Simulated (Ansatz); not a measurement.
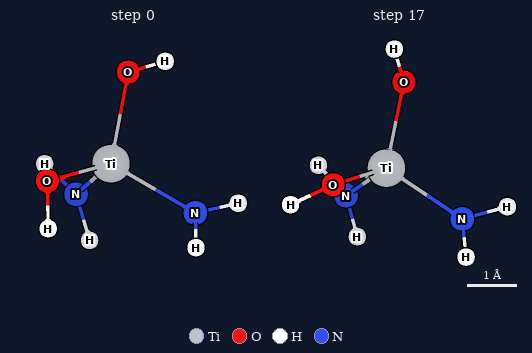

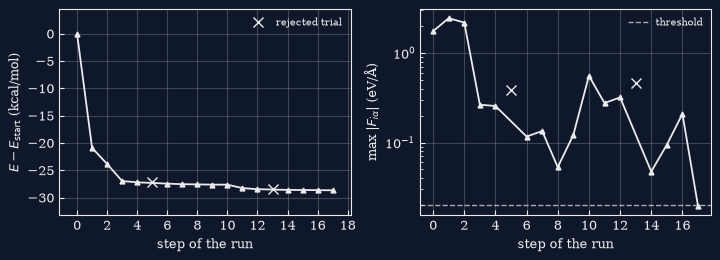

First and last geometry of a relaxation of TiN₂H₆O₂, with the history of the run. Style: ball-and-stick. Shown from a free direction.

The run prepares the start of a later molecular dynamics calculation, from a guessed geometry.

All numbers below come from RKS PBE-D4/def2-SVP in Ansatz.

Input file:
```yaml
crystal:
  periodic: [false, false, false]
  atoms:
    - { symbol: Ti, position_ang: [0.0, 0.0, 0.0] }
    - { symbol: O, position_ang: [0.0, 0.0, 1.92] }
    - { symbol: H, position_ang: [-0.9095, -0.2814, 2.2571] }
    - { symbol: O, position_ang: [1.8106, 0.0, -0.6394] }
    - { symbol: H, position_ang: [2.1269, -0.9521, -0.756] }
    - { symbol: "N", position_ang: [-0.9703, 1.681, -0.686] }
    - { symbol: H, position_ang: [-1.9904, 1.6258, -0.9687] }
    - { symbol: H, position_ang: [-0.4498, 2.6017, -0.7565] }
    - { symbol: "N", position_ang: [-0.9703, -1.681, -0.686] }
    - { symbol: H, position_ang: [-1.5052, -2.2973, -0.0095] }
    - { symbol: H, position_ang: [-0.9349, -1.9302, -1.7156] }
basis:
  gaussian: { orbitals: def2-SVP }
hamiltonian:
  xc: pbe
  dispersion: d4
relax:
  f_tol: 0.02
  max_steps: 40
```

Run as
```bash
ansatz run input.yaml --threads 2 --pin off --max-ram 3072MiB --backend cpu --events-out ev --progress --plain --runs-dir out
```

> Read the history and describe the run.

It converged. H5 moves most after the best rigid fit: 0.80 Å. Largest moves by element: H 0.80 Å, O 0.42 Å, N 0.27 Å, Ti 0.22 Å. Near-neighbour distances that change, for instance: Ti1–N6 2.059 → 1.894 Å, Ti1–O2 1.920 → 1.813 Å, Ti1–O4 1.920 → 1.816 Å, O2–H3 1.010 → 0.973 Å. Among the angles between lasting bonds that change: Ti1–O4–H5 109.5° → 125.5°, Ti1–O2–H3 109.5° → 124.6°, H10–N9–H11 120.0° → 109.5°. Groups turn about Ti1–O4 by about 80°, Ti1–O2 by about 75°. After 15 accepted moves (17 points after the start) the energy has fallen by 28.6 kcal/mol. The largest force component goes from 1.8 to 0.02 eV/Å. The line search rejected the trial steps at points 5, 13 of the run. The run took 79 s on 2 threads of Arm Neoverse V1, on a shared host, peak memory 0.17 GiB.
